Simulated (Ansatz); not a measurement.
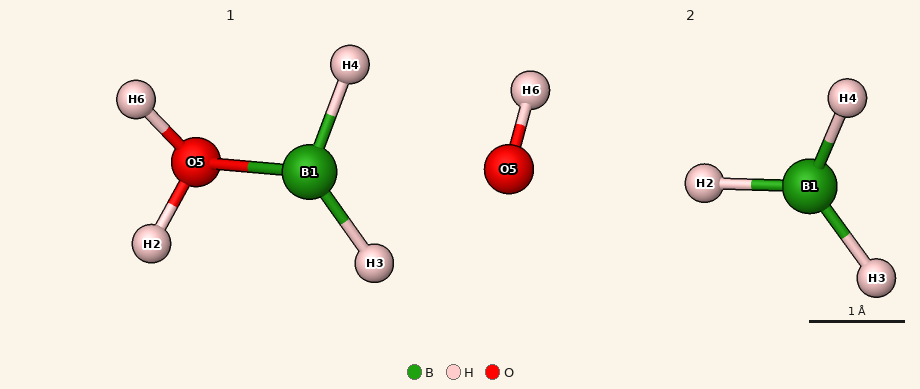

Two geometries of BH4O (multiplicity 2), drawn at one scale. One is the start of a relaxation, the other its converged end. The picture is a ball-and-stick view, seen at a tilt.

Computed with Ansatz, UKS PBE-D4/def2-SVP. Settings: collinear spin; force threshold 0.03 eV/Å; at most 50 steps.

Which one is relaxed?

Structure 1 is the relaxed one. The run prepares an end point of a later path (reaction) calculation, from a guessed geometry. The largest move after the best rigid fit is that of O5, 1.56 Å. By element the largest moves are O 1.56 Å, H 1.31 Å, B 0.45 Å. Near-neighbour distances that change, for instance: B1–O5 3.407 → 1.662 Å, H2–O5 2.205 → 0.979 Å, B1–H2 1.203 → 2.132 Å, O5–H6 0.989 → 0.979 Å. New bonds form, among them: B1–O5 (3.41 → 1.66 Å), H2–O5 (2.20 → 0.98 Å). Bonds break, among them: B1–H2 (1.20 → 2.13 Å). Among the angles between lasting bonds that change: H3–B1–H4 121.3° → 124.6°. Over 19 accepted moves (21 points after the start) the energy falls by 41.6 kcal/mol. The largest force component goes from 0.57 to 0.0036 eV/Å. The line search rejected the trial steps at points 16, 19 of the run. The forces were under the threshold at step 18, but the run went on from there. The run took 32 s on 1 thread of Intel(R) Xeon(R) Platinum 8259CL CPU @ 2.50GHz (Skylake/Cascade Lake), with other jobs on the host, peak memory 0.13 GiB.

Limits of the set-up: the start holds two separate molecules, 2.2 Å apart at their closest, whose relative position is a soft coordinate.
